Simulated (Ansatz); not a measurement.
Geometry relaxation, with input and output: SiH$_{3}$Cl$_{3}$O (part 2 of 2)

Continued. System: SiH$_{3}$Cl$_{3}$O. Method: RKS PBE0-D4/def2-TZVP (Ansatz 0.2.0). The geometry is a transition state displaced along its imaginary mode. The reaction was set up to form Si1–O7 and H2–H6 and to break Si1–H2 and H6–O7 (atoms counted from 1 in the order of the input); sticks are drawn by distance alone.

Geometry of the input (Å):
```
Si -0.3977  0.3259  -0.2913
H  -0.4639  0.8096  1.1384
Cl 0.1015  -0.8208  -2.0459
Cl -2.4198  0.1113  -0.3972
Cl 0.5651  2.0491  -0.8719
H  0.5346  -0.3200  1.3303
O  0.5911  -0.9088  0.6999
H  1.4892  -1.2463  0.4376
```

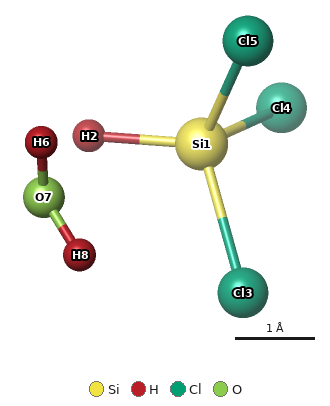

The geometry at step 22 of the log (ball-and-stick view, seen at a tilt; atoms are numbered from 1 in the order of the input).

## Trajectory as extended XYZ, continued
```
8
Properties=species:S:1:pos:R:3:forces:R:3 step=9 energy=-47530.30033
Si   -0.8065    0.5292   -0.4409   -0.6641   0.2699  -0.7912
H    -0.9542    0.5387    1.0179    0.0834  -0.3585  -0.1041
Cl   -0.1335   -1.0052   -1.6422   -0.1285   0.0864   0.3382
Cl   -2.7501    0.7853   -1.1487    0.4312   0.0157   0.2483
Cl    0.2745    2.1760   -0.9705    0.0619  -0.0362   0.1078
H     1.6072   -0.7542    1.8175   -1.3146  -0.1405  -1.9116
O     1.0834   -0.8720    0.9557    1.6801   0.1294   2.2249
H     1.6791   -1.3978    0.4111   -0.1494   0.0339  -0.1123
8
Properties=species:S:1:pos:R:3:forces:R:3 step=10 energy=-47530.45321
Si   -0.9400    0.5799   -0.5585    0.3986   0.2580   0.8649
H    -1.0025    0.3839    0.9209   -0.0187  -0.0161  -0.5771
Cl   -0.2496   -1.0120   -1.5838    0.1311  -0.3477  -0.2466
Cl   -2.7879    0.9420   -1.2516   -0.6759   0.1618  -0.1920
Cl    0.2172    2.2108   -0.9626    0.0381  -0.0764   0.0254
H     1.7528   -0.7960    1.8984   -1.3152  -0.0990  -1.8751
O     1.2164   -0.8878    1.0433    1.4577   0.2068   2.2370
H     1.7936   -1.4207    0.4939   -0.0157  -0.0875  -0.2366
8
Properties=species:S:1:pos:R:3:forces:R:3 step=11 energy=-47530.58516
Si   -0.9730    0.5429   -0.5721   -0.0265   0.0444  -0.0192
H    -1.1019    0.2307    0.8475   -0.0361  -0.0324   0.0637
Cl   -0.3596   -1.0792   -1.6413   -0.0172   0.0568  -0.0305
Cl   -2.8115    1.0933   -1.2741    0.0910   0.0023  -0.0089
Cl    0.3202    2.0936   -0.8378   -0.0460  -0.0919  -0.0231
H     1.7992   -0.6723    1.8692    0.2636   0.1366   0.4247
O     1.2792   -0.8433    1.0920   -0.1083  -0.1935  -0.4533
H     1.8473   -1.3657    0.5166   -0.1206   0.0777   0.0466
8
Properties=species:S:1:pos:R:3:forces:R:3 step=12 energy=-47530.59656
Si   -0.9857    0.5134   -0.5549    0.0807   0.0418  -0.0723
H    -1.1519    0.1653    0.8532   -0.0498  -0.0204   0.0477
Cl   -0.3915   -1.0882   -1.6636   -0.0279  -0.0220  -0.0057
Cl   -2.7778    1.1492   -1.2924    0.0092   0.0022   0.0061
Cl    0.3682    2.0155   -0.7808   -0.0292  -0.0083   0.0203
H     1.8328   -0.5783    1.8301    0.2323   0.1139   0.2550
O     1.2754   -0.8300    1.0993   -0.1784  -0.1524  -0.2946
H     1.8307   -1.3469    0.5092   -0.0370   0.0452   0.0434
8
Properties=species:S:1:pos:R:3:forces:R:3 step=13 energy=-47530.55555 accepted=F
Si   -0.9894    0.4842   -0.5426   -0.0196  -0.0027  -0.0037
H    -1.2274    0.0920    0.8510    0.0156   0.0388  -0.0682
Cl   -0.4364   -1.1102   -1.6834    0.0114  -0.0106   0.0215
Cl   -2.7290    1.2163   -1.3200    0.0173  -0.0036   0.0255
Cl    0.4203    1.9451   -0.6969   -0.0157  -0.0314   0.0472
H     1.9046   -0.4148    1.7485   -1.3959  -0.9542  -1.2291
O     1.2487   -0.8924    1.1521    1.5649   0.8833   1.0756
H     1.8086   -1.3201    0.4913   -0.1781   0.0804   0.1311
8
Properties=species:S:1:pos:R:3:forces:R:3 step=14 energy=-47530.60475
Si   -0.9869    0.4950   -0.5466   -0.0139   0.0012   0.0078
H    -1.2084    0.1281    0.8531   -0.0032   0.0015  -0.0122
Cl   -0.4190   -1.1108   -1.6625    0.0038  -0.0167  -0.0023
Cl   -2.7451    1.1878   -1.3157    0.0080   0.0047   0.0001
Cl    0.4014    1.9694   -0.7216    0.0055   0.0074   0.0142
H     1.8733   -0.5020    1.7836   -0.0939  -0.0330  -0.1313
O     1.2676   -0.8466    1.1192    0.0969   0.0312   0.1253
H     1.8171   -1.3210    0.4907   -0.0033   0.0036  -0.0015
8
Properties=species:S:1:pos:R:3:forces:R:3 step=15 energy=-47530.60289 accepted=F
Si   -0.9922    0.4811   -0.5402   -0.0392   0.0284  -0.0019
H    -1.2378    0.0973    0.8528   -0.0050   0.0214  -0.0441
Cl   -0.4304   -1.1227   -1.6627   -0.0016   0.0041   0.0019
Cl   -2.7234    1.2211   -1.3342    0.0579  -0.0395   0.0365
Cl    0.4196    1.9407   -0.6777   -0.0009  -0.0233   0.0230
H     1.8945   -0.4225    1.7305   -0.5342  -0.3433  -0.4648
O     1.2613   -0.8877    1.1515    0.6078   0.3280   0.4030
H     1.8084   -1.3075    0.4800   -0.0848   0.0242   0.0465
8
Properties=species:S:1:pos:R:3:forces:R:3 step=16 energy=-47530.60730
Si   -0.9861    0.4895   -0.5422   -0.0052   0.0031   0.0159
H    -1.2200    0.1168    0.8539   -0.0037   0.0022  -0.0134
Cl   -0.4164   -1.1144   -1.6603    0.0021  -0.0110  -0.0052
Cl   -2.7344    1.1949   -1.3220    0.0091   0.0027  -0.0010
Cl    0.4098    1.9602   -0.6976   -0.0003   0.0001   0.0106
H     1.8809   -0.4654    1.7522   -0.0666  -0.0222  -0.0926
O     1.2624   -0.8553    1.1270    0.0687   0.0223   0.0880
H     1.8038   -1.3262    0.4890   -0.0041   0.0027  -0.0022
8
Properties=species:S:1:pos:R:3:forces:R:3 step=17 energy=-47530.60930
Si   -0.9822    0.4843   -0.5368   -0.0355   0.0098  -0.0187
H    -1.2312    0.1098    0.8558    0.0143  -0.0072  -0.0031
Cl   -0.4163   -1.1164   -1.6623    0.0172  -0.0001   0.0158
Cl   -2.7213    1.1994   -1.3274   -0.0098   0.0051  -0.0015
Cl    0.4125    1.9578   -0.6813    0.0209  -0.0197   0.0226
H     1.8873   -0.4292    1.7203   -0.1141  -0.0542  -0.1105
O     1.2582   -0.8796    1.1466    0.1311   0.0633   0.0893
H     1.7930   -1.3261    0.4851   -0.0240   0.0029   0.0061
8
Properties=species:S:1:pos:R:3:forces:R:3 step=18 energy=-47530.61254
Si   -0.9798    0.4754   -0.5278   -0.0124   0.0075  -0.0119
H    -1.2459    0.0926    0.8591    0.0043  -0.0069   0.0016
Cl   -0.4091   -1.1217   -1.6561    0.0063   0.0007   0.0043
Cl   -2.7043    1.2083   -1.3341   -0.0002   0.0022  -0.0001
Cl    0.4284    1.9400   -0.6431    0.0078  -0.0135   0.0136
H     1.8858   -0.3755    1.6680   -0.0629  -0.0374  -0.0721
O     1.2522   -0.8800    1.1490    0.0640   0.0451   0.0622
H     1.7726   -1.3390    0.4850   -0.0069   0.0021   0.0024
8
Properties=species:S:1:pos:R:3:forces:R:3 step=19 energy=-47530.61613
Si   -0.9744    0.4608   -0.5170   -0.0024  -0.0003   0.0124
H    -1.2621    0.0613    0.8613   -0.0018  -0.0014  -0.0077
Cl   -0.4034   -1.1275   -1.6577    0.0017  -0.0009  -0.0036
Cl   -2.6790    1.2239   -1.3367    0.0053   0.0011  -0.0014
Cl    0.4524    1.9111   -0.5921   -0.0005  -0.0007   0.0036
H     1.8810   -0.2969    1.5877   -0.0500  -0.0367  -0.0497
O     1.2448   -0.8803    1.1639    0.0502   0.0431   0.0479
H     1.7408   -1.3525    0.4906   -0.0025  -0.0042  -0.0015
8
Properties=species:S:1:pos:R:3:forces:R:3 step=20 energy=-47530.61560 accepted=F
Si   -0.9922    0.4647   -0.5217    0.0923  -0.0667   0.0544
H    -1.2789    0.0488    0.8517   -0.0379   0.0087   0.0003
Cl   -0.4013   -1.1225   -1.6545   -0.0181   0.0083  -0.0248
Cl   -2.6794    1.2394   -1.3559   -0.0178   0.0117  -0.0107
Cl    0.4511    1.8998   -0.5580   -0.0051   0.0314  -0.0152
H     1.9015   -0.2589    1.5292    0.2335   0.2335   0.1025
O     1.2712   -0.8949    1.2010   -0.2686  -0.2040  -0.0735
H     1.7280   -1.3764    0.5083    0.0216  -0.0229  -0.0330
8
Properties=species:S:1:pos:R:3:forces:R:3 step=21 energy=-47530.61713
Si   -0.9731    0.4583   -0.5143   -0.0020  -0.0005   0.0098
H    -1.2668    0.0535    0.8611   -0.0012  -0.0020  -0.0063
Cl   -0.3983   -1.1255   -1.6594    0.0024  -0.0004  -0.0020
Cl   -2.6735    1.2256   -1.3386    0.0031   0.0017  -0.0015
Cl    0.4542    1.9091   -0.5780    0.0002  -0.0009   0.0036
H     1.8858   -0.2759    1.5584   -0.0338  -0.0246  -0.0361
O     1.2448   -0.8788    1.1716    0.0342   0.0299   0.0323
H     1.7268   -1.3664    0.4991   -0.0028  -0.0032   0.0003
8
Properties=species:S:1:pos:R:3:forces:R:3 step=22 energy=-47530.61818
Si   -0.9712    0.4531   -0.5080    0.0054  -0.0024   0.0054
H    -1.2783    0.0351    0.8603   -0.0003   0.0008  -0.0047
Cl   -0.3853   -1.1213   -1.6614   -0.0006   0.0009  -0.0015
Cl   -2.6609    1.2309   -1.3432   -0.0010  -0.0004  -0.0019
Cl    0.4582    1.9036   -0.5467   -0.0004  -0.0007   0.0060
H     1.8972   -0.2297    1.4919   -0.1821  -0.1916  -0.1106
O     1.2459   -0.8757    1.1901    0.1987   0.1549   0.0597
H     1.6945   -1.3960    0.5171   -0.0197   0.0385   0.0476
8
Properties=species:S:1:pos:R:3:forces:R:3 step=23 energy=-47530.60517 accepted=F
Si   -0.9844    0.4547   -0.5114    0.0339  -0.0566   0.0317
H    -1.2959    0.0159    0.8496   -0.0156   0.0081   0.0028
Cl   -0.3852   -1.1159   -1.6631    0.0233   0.0140   0.0022
Cl   -2.6495    1.2486   -1.3659   -0.0549   0.0237  -0.0138
Cl    0.4564    1.8944   -0.5020    0.0279  -0.0053   0.0001
H     1.9063   -0.1653    1.3869   -0.6623  -0.7565  -0.0622
O     1.2921   -0.9230    1.2769    0.7693   0.7356  -0.1179
H     1.6602   -1.4095    0.5291   -0.1216   0.0369   0.1572
8
Properties=species:S:1:pos:R:3:forces:R:3 step=24 energy=-47530.62009
Si   -0.9695    0.4505   -0.5031    0.0044  -0.0001  -0.0012
H    -1.2877    0.0248    0.8600    0.0008  -0.0019   0.0014
Cl   -0.3744   -1.1171   -1.6612    0.0003   0.0024  -0.0014
Cl   -2.6523    1.2323   -1.3481   -0.0005   0.0001  -0.0009
Cl    0.4588    1.9032   -0.5215   -0.0015  -0.0016   0.0030
H     1.9030   -0.2053    1.4355   -0.0186  -0.0143  -0.0149
O     1.2483   -0.8676    1.1993    0.0226   0.0148   0.0072
H     1.6738   -1.4208    0.5391   -0.0075   0.0006   0.0069
8
Properties=species:S:1:pos:R:3:forces:R:3 step=25 energy=-47530.62093
Si   -0.9654    0.4483   -0.4992   -0.0196  -0.0050   0.0037
H    -1.2894    0.0134    0.8599   -0.0001  -0.0017  -0.0052
Cl   -0.3637   -1.1096   -1.6666    0.0103  -0.0055  -0.0002
Cl   -2.6457    1.2305   -1.3495    0.0062   0.0053   0.0055
Cl    0.4605    1.9031   -0.4991    0.0039   0.0074  -0.0017
H     1.9058   -0.1793    1.3779   -0.0041  -0.0061  -0.0087
O     1.2496   -0.8611    1.2132    0.0043   0.0071   0.0025
H     1.6482   -1.4453    0.5633   -0.0009  -0.0016   0.0041
8
Properties=species:S:1:pos:R:3:forces:R:3 step=26 energy=-47530.61922 accepted=F
Si   -0.9669    0.4435   -0.4959    0.0215   0.0261   0.0143
H    -1.3002   -0.0060    0.8563   -0.0048  -0.0037  -0.0097
Cl   -0.3326   -1.1005   -1.6657   -0.0409   0.0135  -0.0125
Cl   -2.6381    1.2433   -1.3479    0.0037  -0.0443  -0.0101
Cl    0.4492    1.9089   -0.4737    0.0194   0.0062   0.0112
H     1.9192   -0.1483    1.2916   -0.2206  -0.2752  -0.0536
O     1.2509   -0.8440    1.2219    0.2844   0.0887  -0.0913
H     1.6186   -1.4967    0.6135   -0.0627   0.1888   0.1518
8
Properties=species:S:1:pos:R:3:forces:R:3 step=27 energy=-47530.62063 accepted=F
Si   -0.9689    0.4492   -0.4971    0.0603  -0.0098  -0.0168
H    -1.2982   -0.0106    0.8514   -0.0028   0.0370   0.0280
Cl   -0.3482   -1.1060   -1.6594   -0.0192   0.0089  -0.0315
Cl   -2.6418    1.2429   -1.3475   -0.0101  -0.0130  -0.0089
Cl    0.4574    1.9073   -0.4918   -0.0283  -0.0252   0.0246
H     1.9173   -0.1661    1.3350   -0.0017  -0.0011  -0.0041
O     1.2529   -0.8502    1.2214    0.0061   0.0038   0.0057
H     1.6295   -1.4663    0.5880   -0.0043  -0.0005   0.0029
8
Properties=species:S:1:pos:R:3:forces:R:3 step=28 energy=-47530.62122
Si   -0.9656    0.4470   -0.4986   -0.0015   0.0049  -0.0011
H    -1.2924    0.0071    0.8579    0.0013  -0.0025   0.0010
Cl   -0.3582   -1.1074   -1.6683    0.0037   0.0022   0.0023
Cl   -2.6435    1.2333   -1.3488   -0.0024  -0.0001  -0.0014
Cl    0.4582    1.9049   -0.4929    0.0003  -0.0039   0.0018
H     1.9114   -0.1725    1.3571   -0.0036  -0.0052  -0.0077
O     1.2513   -0.8562    1.2180    0.0046   0.0023  -0.0024
H     1.6389   -1.4563    0.5758   -0.0024   0.0022   0.0075
8
Properties=species:S:1:pos:R:3:forces:R:3 step=29 energy=-47530.62143
Si   -0.9657    0.4486   -0.4959    0.0212  -0.0156  -0.0061
H    -1.2956   -0.0014    0.8563   -0.0040   0.0059   0.0058
Cl   -0.3468   -1.0990   -1.6692   -0.0034   0.0009  -0.0042
Cl   -2.6425    1.2315   -1.3506    0.0034   0.0077   0.0015
Cl    0.4585    1.9067   -0.4774   -0.0175   0.0025   0.0003
H     1.9170   -0.1584    1.3133   -0.0587  -0.0732  -0.0196
O     1.2511   -0.8469    1.2216    0.0814   0.0176  -0.0267
H     1.6239   -1.4811    0.6019   -0.0223   0.0541   0.0489
8
Properties=species:S:1:pos:R:3:forces:R:3 step=30 energy=-47530.62166
Si   -0.9637    0.4469   -0.4959    0.0016   0.0040  -0.0053
H    -1.2952   -0.0063    0.8550    0.0006   0.0012   0.0037
Cl   -0.3412   -1.0964   -1.6728    0.0009   0.0059   0.0019
Cl   -2.6394    1.2331   -1.3497   -0.0060  -0.0034  -0.0028
Cl    0.4524    1.9127   -0.4727    0.0025  -0.0094   0.0051
H     1.9204   -0.1534    1.2894   -0.0506  -0.0653  -0.0127
O     1.2548   -0.8454    1.2313    0.0604   0.0331  -0.0202
H     1.6120   -1.4913    0.6154   -0.0094   0.0338   0.0303
8
Properties=species:S:1:pos:R:3:forces:R:3 step=31 energy=-47530.62189
Si   -0.9638    0.4474   -0.4951   -0.0003   0.0016  -0.0008
H    -1.2975   -0.0075    0.8547    0.0002  -0.0004   0.0002
Cl   -0.3365   -1.0920   -1.6742    0.0003  -0.0004  -0.0005
Cl   -2.6401    1.2306   -1.3512   -0.0003  -0.0003  -0.0002
Cl    0.4509    1.9142   -0.4659   -0.0004  -0.0001   0.0011
H     1.9269   -0.1539    1.2729    0.0010   0.0009  -0.0013
O     1.2543   -0.8380    1.2292    0.0001   0.0003   0.0002
H     1.6059   -1.5009    0.6296   -0.0008  -0.0017   0.0012
8
Properties=species:S:1:pos:R:3:forces:R:3 step=32 energy=-47530.62195
Si   -0.9642    0.4481   -0.4951    0.0005   0.0002   0.0005
H    -1.2993   -0.0110    0.8530    0.0001   0.0003  -0.0006
Cl   -0.3320   -1.0873   -1.6767    0.0000   0.0001  -0.0008
Cl   -2.6407    1.2301   -1.3522    0.0007  -0.0003   0.0004
Cl    0.4475    1.9176   -0.4596   -0.0011   0.0003  -0.0001
H     1.9341   -0.1523    1.2532   -0.0074  -0.0070  -0.0013
O     1.2555   -0.8318    1.2304    0.0133  -0.0036  -0.0075
H     1.5992   -1.5135    0.6470   -0.0061   0.0100   0.0095
8
Properties=species:S:1:pos:R:3:forces:R:3 step=33 energy=-47530.62197
Si   -0.9636    0.4491   -0.4948   -0.0055  -0.0020   0.0003
H    -1.2993   -0.0143    0.8518    0.0011   0.0012  -0.0018
Cl   -0.3262   -1.0817   -1.6795    0.0016  -0.0011  -0.0004
Cl   -2.6412    1.2281   -1.3524    0.0029   0.0009   0.0018
Cl    0.4445    1.9219   -0.4538   -0.0004   0.0006   0.0000
H     1.9387   -0.1503    1.2304   -0.0115  -0.0119   0.0000
O     1.2568   -0.8272    1.2342    0.0240  -0.0128  -0.0203
H     1.5903   -1.5256    0.6642   -0.0122   0.0251   0.0204
8
Properties=species:S:1:pos:R:3:forces:R:3 step=34 energy=-47530.62198
Si   -0.9642    0.4484   -0.4951    0.0002   0.0030   0.0022
H    -1.2997   -0.0147    0.8516   -0.0005  -0.0007  -0.0017
Cl   -0.3259   -1.0823   -1.6795   -0.0018  -0.0005  -0.0006
Cl   -2.6411    1.2293   -1.3522    0.0016  -0.0026   0.0000
Cl    0.4441    1.9210   -0.4539    0.0006   0.0015  -0.0003
H     1.9403   -0.1510    1.2317   -0.0057  -0.0043   0.0001
O     1.2572   -0.8264    1.2341    0.0114  -0.0069  -0.0091
H     1.5893   -1.5243    0.6635   -0.0058   0.0104   0.0092
8
Properties=species:S:1:pos:R:3:forces:R:3 step=35 energy=-47530.62199
Si   -0.9640    0.4488   -0.4950    0.0002  -0.0001   0.0000
H    -1.2996   -0.0146    0.8515    0.0000   0.0000   0.0001
Cl   -0.3259   -1.0820   -1.6794   -0.0001   0.0002   0.0000
Cl   -2.6410    1.2287   -1.3525   -0.0001   0.0000  -0.0001
Cl    0.4440    1.9218   -0.4536   -0.0001   0.0000   0.0000
H     1.9399   -0.1509    1.2303   -0.0001   0.0000  -0.0001
O     1.2575   -0.8268    1.2345    0.0002   0.0000   0.0000
H     1.5890   -1.5249    0.6643   -0.0001  -0.0001   0.0001
```

## Key numbers

- outcome: converged
- total energy: −47530.6220 eV
- mean-field energy: −47530.4033 eV
- dispersion energy: −0.2188 eV
- SCF solution under orbital rotations: stable
- largest force (length of the vector) at the end: under 0.001 eV/Å
- dipole moment: 1.97 D
- hardware: 8 threads of AMD EPYC, 23 GiB of memory available, shared host
- wall time: 62 s (CPU time 6.9 min)
- peak memory: 0.69 GiB
